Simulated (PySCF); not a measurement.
# One shape, several levels: SbH2Cl (SMILES [H][Sb]([H])[Cl])

Aim: a comparison of 6 runs (B2PLYP/STO-3G, PBE0/STO-3G, r2SCAN/STO-3G, wB97X-V/STO-3G, NEVPT2(2,2)/STO-3G, UCCSD(T)/STO-3G) of SbH2Cl. Input form: a Python script.

The results are computed with PySCF 2.14.0.

### 1 The system as given

The species is SbH2Cl (4 atoms), meant as a singlet with charge 0. As SMILES, `[H][Sb]([H])[Cl]`. The Sb1–H3 distance was set to 2.554 Å, away from the relaxed value. At this shape a bond of the SMILES string is far longer than usual.

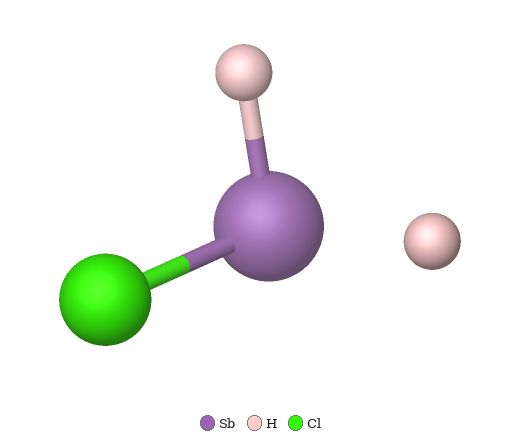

Viewed from a chosen angle; antimony purple, hydrogen pink, chlorine green.

### 2 A single-point energy at B2PLYP/STO-3G (run 1)

input.xyz reads:

```xyz
4

Sb     0.371864    -0.498502     1.315427
H      1.765684    -0.491372     0.337367
H     -0.570030     1.338380    -0.188270
Cl    -0.625596    -2.185442     0.039217
```

run.py reads:

```python
from pyscf import gto, dft, mp

mol = gto.M(
    atom='input.xyz',
    charge=0,
    max_memory=1860,
    basis='sto-3g',
    verbose=3,
)

mf = dft.RKS(mol, xc='0.53*HF + 0.47*B88, 0.73*LYP')
mf.grids.level = 5
mf.conv_tol = 1e-10
mf.kernel()
if not mf.converged:
    mf = mf.newton().run(mf.mo_coeff, mf.mo_occ)

pt = mp.MP2(mf, frozen=23).run()
e_tot = mf.e_tot + 0.27 * pt.e_corr
print('PT2 part  %.8f' % (0.27 * pt.e_corr))
print('E(%s) = %.9f' % ('B2PLYP', e_tot))
```

On the command line:

```bash
OMP_NUM_THREADS=1 python run.py
```

Output:

```text
converged SCF energy = -6709.05948888044
E(RMP2) = -6709.14975527131  E_corr = -0.0902663908795624
E(SCS-RMP2) = -6709.16582432452  E_corr = -0.106335444080378
PT2 part  -0.02437193
E(B2PLYP) = -6709.083860806
```

Wall time 4.2 s (1 thread of Arm Neoverse V2, shared host); peak memory 0.27 GiB.

### 3 The energy at PBE0/STO-3G (run 2)

start.xyz reads:

```xyz
4

Sb     0.371864    -0.498502     1.315427
H      1.765684    -0.491372     0.337367
H     -0.570030     1.338380    -0.188270
Cl    -0.625596    -2.185442     0.039217
```

job.py reads:

```python
from pyscf import gto, dft

mol = gto.M(
    atom='start.xyz',
    charge=0,
    spin=0,
    basis='sto-3g',
    verbose=3,
    max_memory=1860,
)

mf = dft.RKS(mol)
mf.xc = 'pbe0'
mf.conv_tol = 1e-10
mf.grids.level = 5
mf.kernel()
if not mf.converged:
    mf = mf.newton().run(mf.mo_coeff, mf.mo_occ)

etot = mf.e_tot
print('E = %.10f Eh' % etot)
```

On the command line:

```bash
OMP_NUM_THREADS=1 python job.py
```

Output:

```text
converged SCF energy = -6709.32426515864
E = -6709.3242651586 Eh
```

Wall time 4.5 s (1 thread of Arm Neoverse V2, shared host); peak memory 0.27 GiB.

Runs 3 to 5 aren't shown in full; the table further down has their settings and results.

### 4 A single-point energy at UCCSD(T)/STO-3G (run 6)

job.py reads:

```python
from pyscf import gto, cc

mol = gto.M(
    atom='''
Sb       0.371864      -0.498502       1.315427
H        1.765684      -0.491372       0.337367
H       -0.570030       1.338380      -0.188270
Cl      -0.625596      -2.185442       0.039217
''',
    max_memory=1860,
    verbose=3,
    basis='sto-3g',
)

mf = mol.UHF()
mf.conv_tol = 1e-10
mf.kernel()
if not mf.converged:
    mf = mf.newton().run(mf.mo_coeff, mf.mo_occ)
for _ in range(3):
    mo, _, stable, _ = mf.stability(return_status=True)
    if stable:
        break
    mf.kernel(mf.make_rdm1(mo, mf.mo_occ))

mycc = cc.CCSD(mf, frozen=23)
mycc.kernel()
e_t = mycc.ccsd_t()
e_tot = mycc.e_tot + e_t
print('E(%s) = %.9f' % ('CCSD(T)', e_tot))
```

On the command line:

```bash
OMP_NUM_THREADS=1 python job.py
```

Output:

```text
converged SCF energy = -6706.9963060505  <S^2> = 2.3163693e-12  2S+1 = 1
<class 'pyscf.scf.uhf.UHF'> wavefunction has an internal instability
converged SCF energy = -6707.03993528573  <S^2> = 0.76952096  2S+1 = 2.0194266
<class 'pyscf.scf.uhf.UHF'> wavefunction is stable in the internal stability analysis
E(UCCSD) = -6707.102538608508  E_corr = -0.06260332277554918
UCCSD(T) correction = -0.00120598575084684
E(CCSD(T)) = -6707.103744594
```

Wall time 1.2 s (1 thread of Arm Neoverse V2, shared host); peak memory 0.12 GiB.

### 5 All runs side by side

```tsv
run	level	frozen core orbitals	nlc grid	energy (Eh)	dipole moment (D) of the reference	HOMO energy (eV)	LUMO energy (eV)	wall time
1	B2PLYP/STO-3G	23	–	-6709.083861	2.55	-5.72	1.22	4.2 s
2	PBE0/STO-3G	–	–	-6709.324265	2.39	-4.98	-0.02	4.5 s
3	r2SCAN/STO-3G	–	–	-6709.923258	2.25	-4.21	-0.72	7.8 s
4	wB97X-V/STO-3G	–	1	-6709.388285	2.55	-7.09	1.98	16 s
5	NEVPT2(2,2)/STO-3G	–	–	-6707.092163	2.82	-6.96	3.41	0.88 s
6	UCCSD(T)/STO-3G	23	–	-6707.103745	2.85	-7.11	3.72	1.2 s
```

### 6 Results

| quantity | value |
| --- | --- |
| run 6: total energy | -6707.10374 Eh |
| run 6: dipole moment (Hartree–Fock density) | 2.85 D |
| run 6: HOMO energy (Hartree–Fock orbitals) | -7.11 eV |
| run 6: LUMO energy (Hartree–Fock orbitals) | 3.72 eV |
| run 6: HOMO–LUMO gap (Hartree–Fock orbitals) | 10.83 eV |
| run 6: correlation energy (23 core orbitals frozen) | -63.8 mEh |
| run 6: (T) correction | -1.21 mEh |
| run 6: ⟨S²⟩ of the reference determinant | 0.770 |
| run 6: T1 diagnostic | 0.059 |

In words: Over runs 1, 2, 3, 4 the dipole moment (its size) runs from 2.25 D (r2SCAN/STO-3G) to 2.55 D (B2PLYP/STO-3G). A double hybrid's value is that of its SCF part. Over runs 1, 2, 3, 4 the HOMO–LUMO gap runs from 3.49 eV (r2SCAN/STO-3G) to 9.07 eV (wB97X-V/STO-3G). Totals of different functionals can't be ranked against each other. In runs 1, 2, 3, 4, 5, 6 the basis is minimal, so the values are rough. In runs 1, 2, 3, 4, 5, 6 relativity is left out where basis or elements ask for it. Spin contamination of the reference: run 6 ⟨S²⟩ = 0.77. Where it is this large, the reference is a mixture of spin states, and values that rest on it are in doubt. All runs together took 35 s, the longest 16 s.
